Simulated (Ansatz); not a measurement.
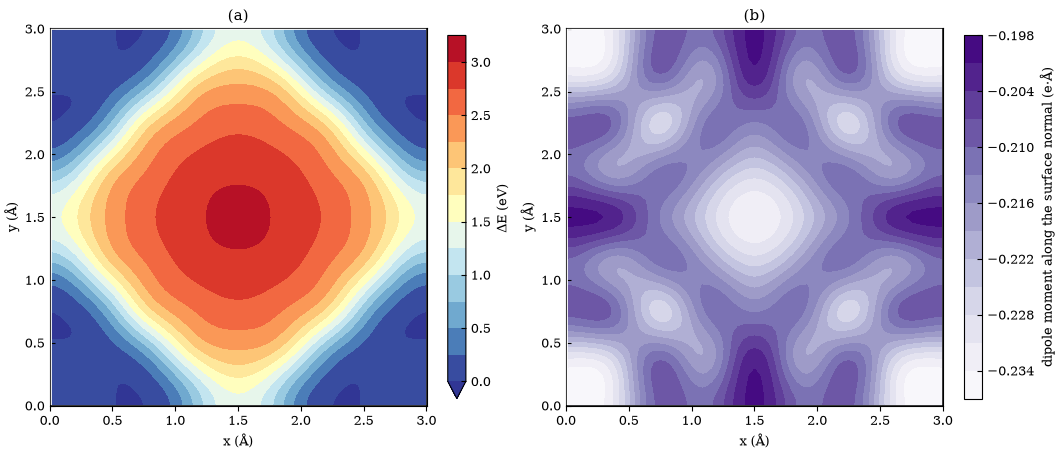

C on a TiN(100) slab cut from the Fm-3m phase, its upper half relaxed before the scan (6 atoms of substrate and one adsorbate in a 1 × 1 cell). C is moved over the surface cell; relaxed at each place: the height of the adsorbate's atoms; substrate rigid; the origin of the map has the adsorbate above N6. Places are given modulo a cell vector. The map is drawn in real space over the plane of the surface. Grid: 8 × 8 points; 15 points were computed and 49 follow by symmetry. Energies are in eV, from the lowest grid point. With one adsorbate in each 1 × 1 cell, its nearest image is 3.0 Å away, so neighbouring adsorbates interact. Level of theory: Ansatz 0.2.0, DFT PBE, scalar-relativistic, plane waves, PAW. Settings: cutoff 420 eV, k-mesh 9×9×1, gaussian smearing 0.1 eV, no spin polarisation.

Panel (a) is the energy and panel (b) the computed dipole moment along the surface normal on the same grid.

Drawn: filled contours, the outline of one cell of the plane. Between grid points the surface is interpolated.

> How does the dipole moment along the surface normal vary over the map, and what is it at the lowest grid point?

It runs from −0.23 e·Å at the top site over a surface N atom, (0/8, 0/8) of the cell vectors to −0.20 e·Å at a fourfold hollow (N–N–Ti–Ti), (0/8, 4/8) of the cell vectors. At the lowest grid point, (0/8, 2/8) of the cell vectors [nearest 1 N at 1.32 Å], it is −0.21 e·Å.

PAW datasets: the set soft_1.
